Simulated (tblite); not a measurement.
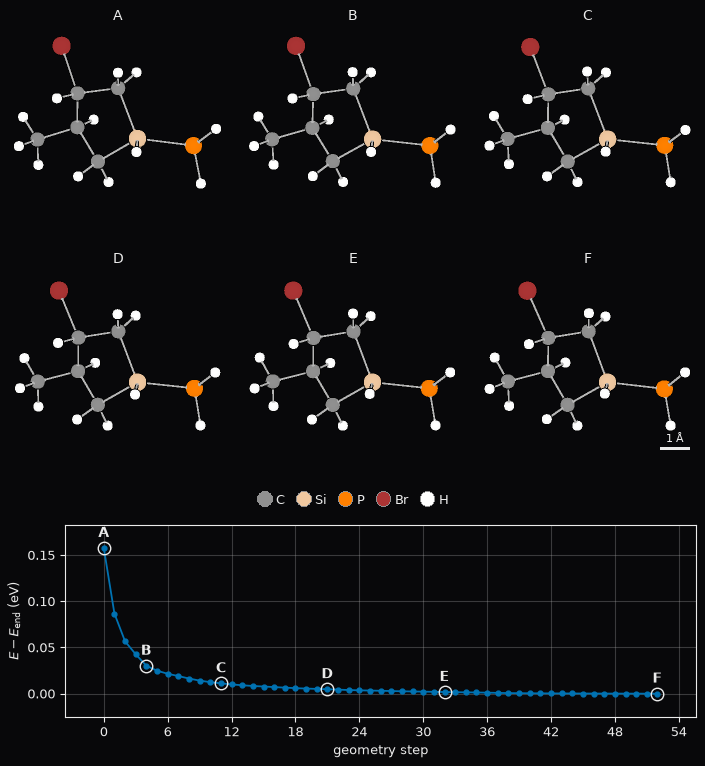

Frames of a relaxation of C₅H₁₂BrPSi, marked on the history of the run. A ball-and-stick model, seen at a tilt.

All numbers below come from GFN2-xTB geometry optimisation, gas phase in tblite. 

Q: Describe the path.

A: The energy falls by 0.158 eV in 52 geometry steps. The Br atom moves most after the best rigid fit: 0.18 Å. By element the largest moves are Br 0.18 Å, H 0.13 Å, C 0.07 Å, P 0.05 Å, Si 0.03 Å. Near-neighbour distances that change, for instance: P–Si 2.190 → 2.239 Å, C–C 1.573 → 1.534 Å, H–P 1.417 → 1.384 Å, Br–C 1.946 → 1.975 Å. Among the angles between lasting bonds that change: Si–C–H 111.3° → 115.4°, P–Si–H 113.7° → 117.6°, Si–P–H 97.8° → 94.8°. The run took 1.9 s on 1 thread of Intel(R) Xeon(R) Processor @ 2.50GHz, on a shared host. From step 0 to 4: the P atom moves most (0.06 Å), energy −0.127 eV. From step 4 to 11: the Br atom moves most (0.05 Å), energy −0.019 eV. From step 11 to 21: the Br atom moves most (0.05 Å), energy −0.006 eV. From step 21 to 32: the Br atom moves most (0.05 Å), energy −0.003 eV. From step 32 to 52: the Br atom moves most (0.05 Å), energy −0.002 eV.
